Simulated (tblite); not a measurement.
Geometry relaxation, with input and output: C$_{3}$H$_{9}$FN$_{2}$Si$_{2}$ (part 2 of 2)

C$_{3}$H$_{9}$FN$_{2}$Si$_{2}$; GFN2-xTB geometry optimisation, gas phase (tblite 0.8.0). It belongs to a series of runs on one base structure; here: H on Si replaced by NH2.

Geometry of the input (Å):
```
N  4.0153  -1.1646  1.0442
C  3.3603  -0.2888  0.6071
Si 2.2860  1.0626  -0.0840
C  0.5779  0.4047  -0.5393
C  -0.1711  -0.2526  0.6447
F  -0.4120  0.7223  1.5667
Si -1.8221  -1.0268  0.2028
N  -2.9122  0.0847  -0.4784
H  2.8900  1.6291  -1.3215
H  2.1351  2.1942  0.8756
H  0.6987  -0.3268  -1.3487
H  -0.0107  1.2323  -0.9261
H  0.4431  -1.0117  1.1342
H  -1.6530  -2.1187  -0.7841
H  -2.5114  -1.5567  1.4043
H  -3.1143  0.8144  0.2098
H  -3.8065  -0.3857  -0.6371
```

### Trajectory as extended XYZ, continued
```
17
Properties=species:S:1:pos:R:3:forces:R:3 step=50 energy=-680.43999
N     3.8217   -1.1277    0.9752    0.0030   0.0080   0.0040
C     3.2148   -0.2463    0.5655    0.0120  -0.0060  -0.0070
Si    2.1791    1.1584   -0.1085   -0.0100   0.0090  -0.0020
C     0.5130    0.3427   -0.5457    0.0060  -0.0030  -0.0020
C    -0.1720   -0.2718    0.6674    0.0000   0.0010  -0.0020
F    -0.4190    0.7441    1.5968    0.0010  -0.0030   0.0010
Si   -1.8336   -1.1462    0.2635    0.0080  -0.0070   0.0010
N    -2.8001    0.1095   -0.4037    0.0100  -0.0090   0.0070
H     2.8619    1.6582   -1.3050   -0.0060  -0.0050   0.0020
H     2.0779    2.1585    0.9517   -0.0090  -0.0020   0.0010
H     0.6573   -0.4508   -1.2800    0.0150  -0.0050  -0.0030
H    -0.1630    1.0703   -0.9981    0.0010  -0.0050   0.0140
H     0.5157   -0.9555    1.1782   -0.0100  -0.0040  -0.0040
H    -1.6062   -2.1254   -0.7980   -0.0140   0.0090   0.0000
H    -2.3101   -1.7863    1.4955    0.0010   0.0110  -0.0080
H    -2.8326    0.9920    0.0842    0.0040   0.0200  -0.0030
H    -3.7119   -0.1117   -0.7690   -0.0100  -0.0080   0.0000
17
Properties=species:S:1:pos:R:3:forces:R:3 step=53 energy=-680.44030
N     3.8264   -1.1246    0.9727    0.0090   0.0070   0.0080
C     3.2189   -0.2420    0.5666   -0.0100   0.0070  -0.0150
Si    2.1769    1.1601   -0.1058    0.0190   0.0010   0.0060
C     0.5142    0.3408   -0.5450    0.0100  -0.0090   0.0060
C    -0.1716   -0.2742    0.6673   -0.0130  -0.0130  -0.0110
F    -0.4171    0.7410    1.5984    0.0080  -0.0190  -0.0070
Si   -1.8352   -1.1458    0.2621   -0.0010  -0.0050   0.0040
N    -2.8009    0.1109   -0.4055    0.0040  -0.0090   0.0170
H     2.8577    1.6579   -1.3035    0.0010   0.0020  -0.0080
H     2.0760    2.1623    0.9516   -0.0120   0.0020   0.0110
H     0.6669   -0.4538   -1.2768   -0.0080   0.0010  -0.0040
H    -0.1625    1.0661   -0.9997    0.0030  -0.0130   0.0050
H     0.5154   -0.9611    1.1751   -0.0160   0.0080   0.0040
H    -1.6142   -2.1264   -0.8002   -0.0080   0.0160   0.0110
H    -2.3149   -1.7834    1.4951    0.0090   0.0140  -0.0180
H    -2.8262    0.9960    0.0794   -0.0080  -0.0050  -0.0200
H    -3.7166   -0.1118   -0.7620    0.0140   0.0130   0.0120
17
Properties=species:S:1:pos:R:3:forces:R:3 step=57 energy=-680.44084
N     3.8297   -1.1167    0.9681    0.0130   0.0060   0.0070
C     3.2213   -0.2333    0.5649   -0.0020  -0.0050   0.0040
Si    2.1734    1.1660   -0.1013   -0.0040   0.0020  -0.0080
C     0.5171    0.3337   -0.5432    0.0030  -0.0040  -0.0030
C    -0.1718   -0.2819    0.6661    0.0130  -0.0040   0.0050
F    -0.4137    0.7318    1.5994   -0.0070  -0.0010   0.0010
Si   -1.8373   -1.1474    0.2615   -0.0040   0.0120  -0.0030
N    -2.7979    0.1128   -0.4041   -0.0030   0.0140  -0.0070
H     2.8492    1.6606   -1.3032    0.0030   0.0140  -0.0050
H     2.0665    2.1686    0.9552   -0.0090  -0.0040   0.0030
H     0.6808   -0.4621   -1.2711   -0.0160   0.0000  -0.0090
H    -0.1640    1.0517   -1.0027    0.0110  -0.0030  -0.0100
H     0.5137   -0.9691    1.1738    0.0000  -0.0230   0.0110
H    -1.6273   -2.1262   -0.8026    0.0060  -0.0060  -0.0050
H    -2.3198   -1.7803    1.4931    0.0000  -0.0060   0.0170
H    -2.8079    1.0057    0.0655    0.0020   0.0080   0.0030
H    -3.7191   -0.1018   -0.7494   -0.0060  -0.0010  -0.0020
17
Properties=species:S:1:pos:R:3:forces:R:3 step=60 energy=-680.44111
N     3.8329   -1.1106    0.9662    0.0070   0.0100   0.0050
C     3.2215   -0.2286    0.5644    0.0080  -0.0020   0.0070
Si    2.1711    1.1698   -0.1002   -0.0030  -0.0060  -0.0080
C     0.5191    0.3287   -0.5426   -0.0030  -0.0040  -0.0030
C    -0.1702   -0.2876    0.6662   -0.0080  -0.0040   0.0040
F    -0.4131    0.7258    1.6000    0.0030   0.0000   0.0020
Si   -1.8396   -1.1468    0.2613   -0.0020  -0.0140   0.0010
N    -2.7967    0.1162   -0.4042    0.0200  -0.0060  -0.0070
H     2.8452    1.6651   -1.3038   -0.0040   0.0130   0.0120
H     2.0595    2.1712    0.9582   -0.0060  -0.0150  -0.0130
H     0.6855   -0.4674   -1.2694   -0.0020  -0.0110  -0.0070
H    -0.1637    1.0420   -1.0068    0.0050   0.0070   0.0020
H     0.5125   -0.9772    1.1752   -0.0030  -0.0040  -0.0040
H    -1.6330   -2.1269   -0.8037    0.0020   0.0050   0.0090
H    -2.3212   -1.7807    1.4947    0.0050   0.0100  -0.0070
H    -2.7960    1.0128    0.0575   -0.0010   0.0210   0.0150
H    -3.7208   -0.0940   -0.7431   -0.0180  -0.0020  -0.0050
17
Properties=species:S:1:pos:R:3:forces:R:3 step=64 energy=-680.44147
N     3.8466   -1.1020    0.9696    0.0050   0.0030   0.0060
C     3.2279   -0.2260    0.5662    0.0110   0.0110   0.0020
Si    2.1724    1.1678   -0.1001   -0.0080  -0.0150  -0.0010
C     0.5222    0.3239   -0.5427   -0.0070  -0.0070  -0.0070
C    -0.1703   -0.2926    0.6650    0.0010   0.0050  -0.0100
F    -0.4101    0.7198    1.6009    0.0080  -0.0030  -0.0020
Si   -1.8426   -1.1447    0.2596   -0.0040   0.0160  -0.0020
N    -2.7984    0.1194   -0.4071   -0.0240   0.0160   0.0080
H     2.8425    1.6710   -1.3022    0.0020   0.0060   0.0060
H     2.0535    2.1694    0.9567   -0.0020  -0.0090  -0.0010
H     0.6879   -0.4707   -1.2717   -0.0040  -0.0080   0.0080
H    -0.1572    1.0402   -1.0075   -0.0070  -0.0030   0.0090
H     0.5078   -0.9874    1.1736    0.0040   0.0110  -0.0130
H    -1.6405   -2.1255   -0.8043    0.0040  -0.0080  -0.0030
H    -2.3240   -1.7727    1.4946   -0.0040  -0.0040   0.0070
H    -2.7978    1.0178    0.0541    0.0020  -0.0310  -0.0100
H    -3.7268   -0.0958   -0.7347    0.0210   0.0200   0.0020
17
Properties=species:S:1:pos:R:3:forces:R:3 step=67 energy=-680.44190
N     3.8572   -1.0881    0.9707    0.0160  -0.0030   0.0140
C     3.2339   -0.2152    0.5679    0.0140  -0.0080  -0.0040
Si    2.1668    1.1667   -0.1008   -0.0040   0.0080   0.0020
C     0.5230    0.3119   -0.5444    0.0020   0.0100  -0.0040
C    -0.1705   -0.3019    0.6634    0.0090   0.0080  -0.0020
F    -0.4050    0.7093    1.6018    0.0050   0.0120  -0.0050
Si   -1.8474   -1.1436    0.2586   -0.0010   0.0030   0.0000
N    -2.7960    0.1261   -0.4081   -0.0080  -0.0010   0.0070
H     2.8348    1.6846   -1.2976    0.0010  -0.0040  -0.0030
H     2.0391    2.1657    0.9564   -0.0080   0.0030   0.0140
H     0.6932   -0.4852   -1.2698   -0.0130   0.0050   0.0050
H    -0.1559    1.0276   -1.0104   -0.0150  -0.0150  -0.0110
H     0.5060   -0.9985    1.1709    0.0060  -0.0080  -0.0120
H    -1.6490   -2.1264   -0.8044   -0.0020  -0.0050  -0.0020
H    -2.3266   -1.7691    1.4959   -0.0130  -0.0010   0.0030
H    -2.7807    1.0280    0.0443    0.0080  -0.0090   0.0090
H    -3.7298   -0.0798   -0.7245    0.0030   0.0060  -0.0100
17
Properties=species:S:1:pos:R:3:forces:R:3 step=71 energy=-680.44238
N     3.8733   -1.0719    0.9748    0.0040   0.0200  -0.0020
C     3.2439   -0.2048    0.5681   -0.0110   0.0030  -0.0040
Si    2.1605    1.1680   -0.0994    0.0180  -0.0070   0.0110
C     0.5238    0.3011   -0.5469   -0.0070  -0.0020   0.0020
C    -0.1694   -0.3111    0.6612   -0.0110  -0.0060   0.0030
F    -0.3970    0.7002    1.6014    0.0090  -0.0030   0.0000
Si   -1.8529   -1.1428    0.2581    0.0080  -0.0170   0.0070
N    -2.7939    0.1329   -0.4069    0.0220  -0.0180  -0.0040
H     2.8255    1.6982   -1.2931   -0.0030  -0.0110   0.0010
H     2.0201    2.1634    0.9606   -0.0040  -0.0090   0.0040
H     0.6978   -0.5006   -1.2655    0.0100   0.0000  -0.0150
H    -0.1603    1.0075   -1.0189   -0.0030   0.0090  -0.0170
H     0.5052   -1.0136    1.1634   -0.0020   0.0090   0.0020
H    -1.6603   -2.1289   -0.8042   -0.0060   0.0060   0.0090
H    -2.3341   -1.7653    1.4970   -0.0090   0.0060  -0.0090
H    -2.7565    1.0383    0.0355   -0.0030   0.0230   0.0240
H    -3.7328   -0.0586   -0.7153   -0.0100  -0.0030  -0.0100
17
Properties=species:S:1:pos:R:3:forces:R:3 step=74 energy=-680.44262
N     3.8844   -1.0657    0.9812    0.0050   0.0110  -0.0050
C     3.2498   -0.2054    0.5686   -0.0080   0.0030   0.0040
Si    2.1631    1.1637   -0.0993   -0.0220   0.0020  -0.0050
C     0.5236    0.3005   -0.5489   -0.0010  -0.0010  -0.0100
C    -0.1701   -0.3110    0.6595    0.0050  -0.0010  -0.0060
F    -0.3925    0.7004    1.6005    0.0000  -0.0080   0.0020
Si   -1.8537   -1.1420    0.2581   -0.0070   0.0080   0.0020
N    -2.7960    0.1331   -0.4067   -0.0050   0.0170   0.0040
H     2.8261    1.6989   -1.2916    0.0010  -0.0140  -0.0010
H     2.0168    2.1575    0.9614    0.0020  -0.0080   0.0080
H     0.6945   -0.5006   -1.2693    0.0120   0.0050  -0.0060
H    -0.1593    1.0094   -1.0201    0.0100   0.0030  -0.0050
H     0.5040   -1.0156    1.1594    0.0020   0.0050   0.0090
H    -1.6627   -2.1279   -0.8035   -0.0020  -0.0050   0.0000
H    -2.3371   -1.7605    1.4970   -0.0100  -0.0070   0.0070
H    -2.7630    1.0375    0.0404   -0.0030  -0.0150   0.0020
H    -3.7348   -0.0603   -0.7170    0.0200   0.0030   0.0000
17
Properties=species:S:1:pos:R:3:forces:R:3 step=78 energy=-680.44313
N     3.9078   -1.0393    0.9856    0.0020   0.0010  -0.0060
C     3.2560   -0.1936    0.5696    0.0000   0.0020   0.0110
Si    2.1539    1.1629   -0.0975   -0.0050   0.0060  -0.0030
C     0.5231    0.2891   -0.5553    0.0070   0.0000   0.0030
C    -0.1695   -0.3213    0.6549    0.0020   0.0000   0.0010
F    -0.3816    0.6887    1.6002   -0.0160   0.0090  -0.0100
Si   -1.8603   -1.1414    0.2597   -0.0030   0.0020   0.0000
N    -2.7916    0.1421   -0.4046    0.0070   0.0050   0.0030
H     2.8172    1.7034   -1.2870    0.0000  -0.0030  -0.0030
H     1.9973    2.1478    0.9698    0.0020   0.0010  -0.0010
H     0.7043   -0.5125   -1.2727   -0.0020   0.0020   0.0050
H    -0.1593    0.9941   -1.0338    0.0030  -0.0130   0.0110
H     0.5035   -1.0274    1.1540    0.0040  -0.0130  -0.0160
H    -1.6769   -2.1302   -0.8011   -0.0050   0.0000   0.0040
H    -2.3521   -1.7555    1.4983    0.0030   0.0000  -0.0020
H    -2.7455    1.0463    0.0411   -0.0100  -0.0040   0.0040
H    -3.7333   -0.0413   -0.7113    0.0130   0.0050  -0.0010
17
Properties=species:S:1:pos:R:3:forces:R:3 step=81 energy=-680.44326
N     3.9119   -1.0324    0.9841   -0.0020   0.0050  -0.0050
C     3.2563   -0.1883    0.5707    0.0000   0.0050   0.0040
Si    2.1496    1.1650   -0.0968    0.0150  -0.0050   0.0070
C     0.5238    0.2843   -0.5558   -0.0040  -0.0060   0.0050
C    -0.1691   -0.3256    0.6541   -0.0050  -0.0060  -0.0010
F    -0.3814    0.6853    1.5988   -0.0040  -0.0050  -0.0060
Si   -1.8622   -1.1419    0.2600    0.0080  -0.0040   0.0010
N    -2.7870    0.1461   -0.4038    0.0090  -0.0020  -0.0040
H     2.8124    1.7066   -1.2860   -0.0010   0.0000  -0.0030
H     1.9899    2.1479    0.9718    0.0000   0.0050  -0.0030
H     0.7089   -0.5181   -1.2708    0.0030  -0.0080  -0.0020
H    -0.1605    0.9845   -1.0373   -0.0060   0.0050   0.0020
H     0.5039   -1.0335    1.1510   -0.0040   0.0010  -0.0010
H    -1.6820   -2.1318   -0.8002   -0.0050   0.0000   0.0000
H    -2.3566   -1.7550    1.4978    0.0040   0.0020   0.0010
H    -2.7348    1.0505    0.0397   -0.0050   0.0140   0.0150
H    -3.7303   -0.0316   -0.7075   -0.0050  -0.0020  -0.0100
17
Properties=species:S:1:pos:R:3:forces:R:3 step=85 energy=-680.44340
N     3.9213   -1.0255    0.9861    0.0040  -0.0100   0.0040
C     3.2596   -0.1859    0.5738    0.0080   0.0010  -0.0020
Si    2.1506    1.1627   -0.0963   -0.0100   0.0060  -0.0030
C     0.5244    0.2824   -0.5572    0.0040   0.0040  -0.0060
C    -0.1694   -0.3275    0.6519    0.0040  -0.0010  -0.0030
F    -0.3809    0.6837    1.5963    0.0010  -0.0050   0.0040
Si   -1.8634   -1.1406    0.2602   -0.0100   0.0020  -0.0060
N    -2.7870    0.1489   -0.4035   -0.0050   0.0050   0.0060
H     2.8127    1.7044   -1.2859    0.0000   0.0000   0.0010
H     1.9881    2.1444    0.9728    0.0000   0.0100  -0.0030
H     0.7091   -0.5192   -1.2736   -0.0010   0.0000   0.0040
H    -0.1591    0.9850   -1.0371    0.0000  -0.0050   0.0000
H     0.5031   -1.0364    1.1473   -0.0010  -0.0010   0.0110
H    -1.6869   -2.1314   -0.7993   -0.0050  -0.0020  -0.0040
H    -2.3579   -1.7519    1.4990    0.0050   0.0010   0.0010
H    -2.7422    1.0512    0.0464   -0.0010  -0.0100   0.0030
H    -3.7289   -0.0322   -0.7110    0.0070   0.0040  -0.0070
17
Properties=species:S:1:pos:R:3:forces:R:3 step=88 energy=-680.44351
N     3.9260   -1.0216    0.9860    0.0000  -0.0010   0.0030
C     3.2625   -0.1824    0.5756   -0.0040   0.0060  -0.0090
Si    2.1492    1.1636   -0.0954   -0.0010  -0.0030  -0.0010
C     0.5248    0.2800   -0.5585    0.0020  -0.0040   0.0080
C    -0.1692   -0.3310    0.6499   -0.0010   0.0030   0.0110
F    -0.3812    0.6799    1.5945    0.0000   0.0050   0.0110
Si   -1.8654   -1.1405    0.2595    0.0030  -0.0030   0.0000
N    -2.7852    0.1527   -0.4022   -0.0010  -0.0070   0.0020
H     2.8110    1.7045   -1.2860   -0.0020   0.0000   0.0060
H     1.9849    2.1466    0.9729    0.0000   0.0020  -0.0110
H     0.7112   -0.5230   -1.2729    0.0020   0.0090  -0.0040
H    -0.1606    0.9809   -1.0383    0.0100  -0.0090  -0.0040
H     0.5023   -1.0395    1.1472    0.0010  -0.0040   0.0000
H    -1.6925   -2.1326   -0.7995   -0.0070   0.0010  -0.0050
H    -2.3580   -1.7506    1.4998    0.0020   0.0030  -0.0030
H    -2.7413    1.0529    0.0520   -0.0040  -0.0070   0.0030
H    -3.7254   -0.0276   -0.7148    0.0010   0.0110  -0.0060
17
Properties=species:S:1:pos:R:3:forces:R:3 step=92 energy=-680.44372
N     3.9316   -1.0138    0.9856   -0.0090   0.0180  -0.0040
C     3.2665   -0.1751    0.5762   -0.0020  -0.0120   0.0020
Si    2.1453    1.1647   -0.0943    0.0100  -0.0030   0.0010
C     0.5261    0.2731   -0.5580   -0.0020  -0.0030   0.0050
C    -0.1690   -0.3374    0.6501   -0.0010  -0.0010   0.0020
F    -0.3817    0.6737    1.5950    0.0060  -0.0020   0.0010
Si   -1.8677   -1.1418    0.2580    0.0070   0.0000   0.0040
N    -2.7799    0.1584   -0.3998   -0.0020   0.0000  -0.0040
H     2.8054    1.7067   -1.2847    0.0020   0.0040  -0.0070
H     1.9769    2.1518    0.9692   -0.0020  -0.0010  -0.0020
H     0.7173   -0.5288   -1.2721    0.0050  -0.0070   0.0060
H    -0.1607    0.9692   -1.0422    0.0020   0.0070   0.0010
H     0.5014   -1.0467    1.1481   -0.0020   0.0000  -0.0030
H    -1.7050   -2.1347   -0.8018   -0.0020   0.0070  -0.0030
H    -2.3589   -1.7478    1.5003   -0.0060  -0.0060   0.0030
H    -2.7365    1.0545    0.0622    0.0010   0.0000   0.0050
H    -3.7182   -0.0139   -0.7221   -0.0050  -0.0010  -0.0060
17
Properties=species:S:1:pos:R:3:forces:R:3 step=95 energy=-680.44378
N     3.9389   -1.0069    0.9875    0.0070  -0.0090   0.0070
C     3.2691   -0.1729    0.5769   -0.0070   0.0040  -0.0020
Si    2.1455    1.1635   -0.0941   -0.0050   0.0080  -0.0080
C     0.5268    0.2705   -0.5583    0.0050   0.0050  -0.0030
C    -0.1691   -0.3396    0.6494    0.0020   0.0010  -0.0020
F    -0.3790    0.6707    1.5956    0.0040   0.0010   0.0020
Si   -1.8692   -1.1408    0.2582   -0.0110   0.0010   0.0000
N    -2.7813    0.1600   -0.3996    0.0000   0.0000   0.0020
H     2.8049    1.7074   -1.2843    0.0010   0.0020  -0.0050
H     1.9742    2.1504    0.9689    0.0000   0.0010   0.0000
H     0.7191   -0.5314   -1.2724    0.0010  -0.0040   0.0100
H    -0.1586    0.9676   -1.0435    0.0010  -0.0020   0.0050
H     0.5001   -1.0506    1.1462    0.0010  -0.0040  -0.0010
H    -1.7107   -2.1333   -0.8026    0.0010   0.0060  -0.0010
H    -2.3601   -1.7460    1.5014   -0.0040  -0.0040  -0.0030
H    -2.7385    1.0552    0.0646   -0.0010  -0.0050   0.0000
H    -3.7192   -0.0116   -0.7241    0.0050  -0.0010   0.0000
17
Properties=species:S:1:pos:R:3:forces:R:3 step=99 energy=-680.44385
N     3.9389   -1.0042    0.9875   -0.0040   0.0000   0.0010
C     3.2679   -0.1712    0.5766    0.0040   0.0050   0.0000
Si    2.1443    1.1654   -0.0954    0.0010  -0.0010   0.0000
C     0.5277    0.2682   -0.5574   -0.0020  -0.0020   0.0010
C    -0.1689   -0.3418    0.6500    0.0000   0.0000   0.0020
F    -0.3779    0.6685    1.5966    0.0020  -0.0020   0.0030
Si   -1.8704   -1.1414    0.2585    0.0040   0.0020   0.0010
N    -2.7786    0.1621   -0.3988    0.0010   0.0030   0.0020
H     2.8029    1.7094   -1.2862   -0.0010  -0.0010  -0.0010
H     1.9709    2.1533    0.9665    0.0020   0.0000  -0.0010
H     0.7225   -0.5356   -1.2684   -0.0010  -0.0010  -0.0020
H    -0.1585    0.9632   -1.0440   -0.0020  -0.0030  -0.0040
H     0.5000   -1.0535    1.1464    0.0000  -0.0010   0.0000
H    -1.7149   -2.1318   -0.8045    0.0040   0.0020  -0.0010
H    -2.3620   -1.7474    1.5011   -0.0030  -0.0020  -0.0040
H    -2.7355    1.0548    0.0696   -0.0050   0.0050   0.0000
H    -3.7153   -0.0061   -0.7282    0.0010  -0.0030   0.0010
```

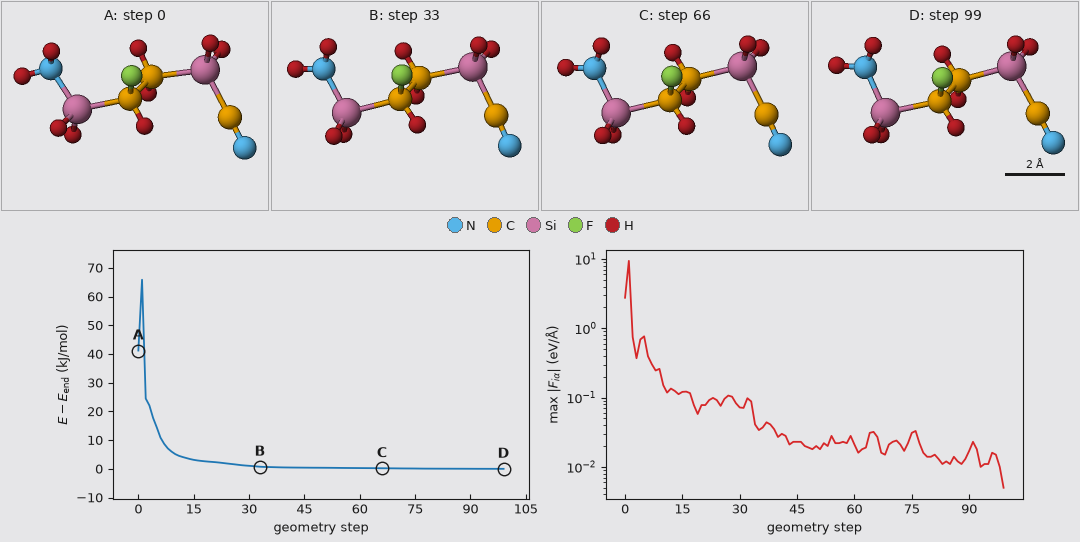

Fig. 1: Frames of the relaxation (ball-and-stick view, seen at a tilt) above the curves, on which the letters mark them (steps are counted from 0).

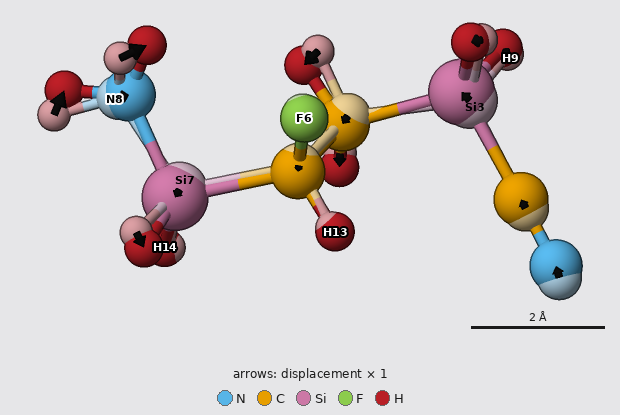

Fig. 2: Start (faint) and end (solid) with the displacements as black arrows, at true length (ball-and-stick view, seen at a tilt). The two geometries are laid on each other by the best rigid fit. H16 moves most after the best rigid fit: 0.47 Å. Largest moves by element: H 0.47 Å, N 0.18 Å, Si 0.17 Å, C 0.15 Å, F 0.07 Å. Among the contacts that change: C5–Si7 1.876 → 1.920 Å, C5–F6 1.363 → 1.400 Å, N1–C2 1.178 → 1.146 Å, Si3–H10 1.491 → 1.461 Å. Among the angles that change: N8–Si7–H15 105.1° → 117.4°, Si7–N8–H17 108.8° → 119.3°, C5–Si7–N8 112.9° → 103.3°. After 99 geometry steps the energy has fallen by 41.2 kJ/mol. Largest force component: 2.8 eV/Å at the start, 0.005 eV/Å at the end. (Atoms are counted from 1 in the order of the input.)

### Key numbers

```tsv
quantity	value
outcome	converged
total energy	−680.4439 eV
hardware	1 CPU thread, shared host
wall time	1.3 s
peak memory	0.18 GiB
```
